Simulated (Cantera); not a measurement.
Feed: 1 mol acetone, 0.65 mol CO2, 0.0016 mol H2S, at 1330 Pa.

Method: chemical equilibrium by Gibbs-energy minimisation in Cantera with the NASA 1993 tables (ideal gas, pure condensed phases). Candidate condensed phases: C, C6H6, C7H8, C8H18, H2O, H2SO4, S; 123 gas species. The feed counts by its element totals alone. Equilibrium is a limit: real reactors are often held back by kinetics, nucleation or transport.

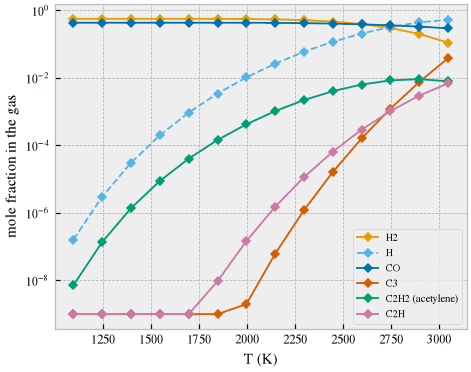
Fig. 1. Equilibrium gas composition (values under 1e-9 drawn at 1e-9)

**Question.** Read off the mole fractions at 2898 K.

**Answer.** H about 0.44, CO about 0.33, H2 about 0.20, C2H2 (acetylene) about 0.0092, C3 about 0.0076, C2H about 0.0030.
